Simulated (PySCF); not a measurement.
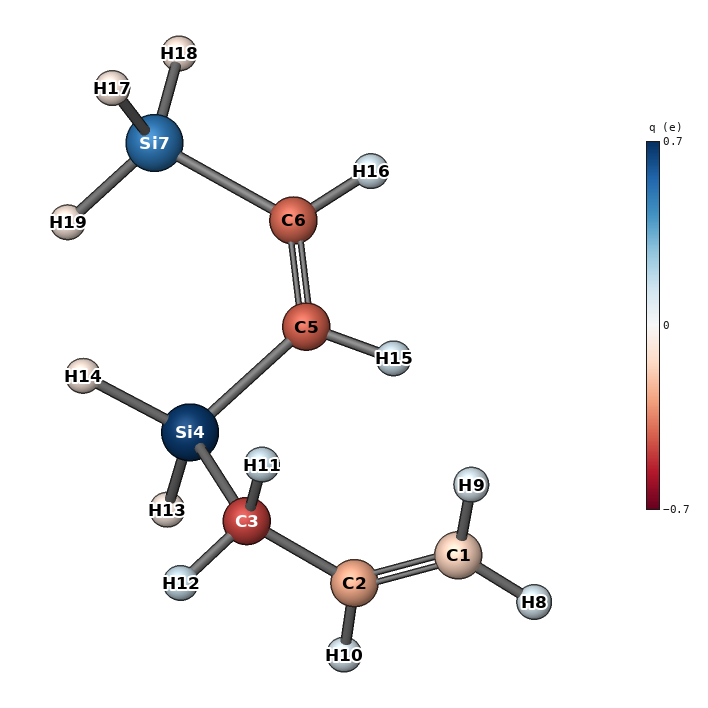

Atoms are coloured by their Mulliken charges. The geometry was computed by an optimisation with GFN2-xTB. No frequency run is at hand to confirm it as a minimum. Method: PBE0/pcSseg-1, gas phase (PySCF 2.14.0).

Give the Mulliken charges atom by atom.

```
atom  value (e)
  C1      −0.16
  C2      −0.26
  C3      −0.47
 Si4       0.67
  C5      −0.41
  C6      −0.40
 Si7       0.51
  H8       0.12
  H9       0.11
 H10       0.11
 H11       0.15
 H12       0.16
 H13      −0.07
 H14      −0.08
 H15       0.14
 H16       0.13
 H17      −0.07
 H18      −0.09
 H19      −0.08
```

Mulliken values depend strongly on the basis set and can even reverse the polarity of a bond. The geometry is semi-empirical. Around Si such bond lengths and angles can be off by a tenth of an ångström or more and by several degrees, and values that hang on the shape move with them.
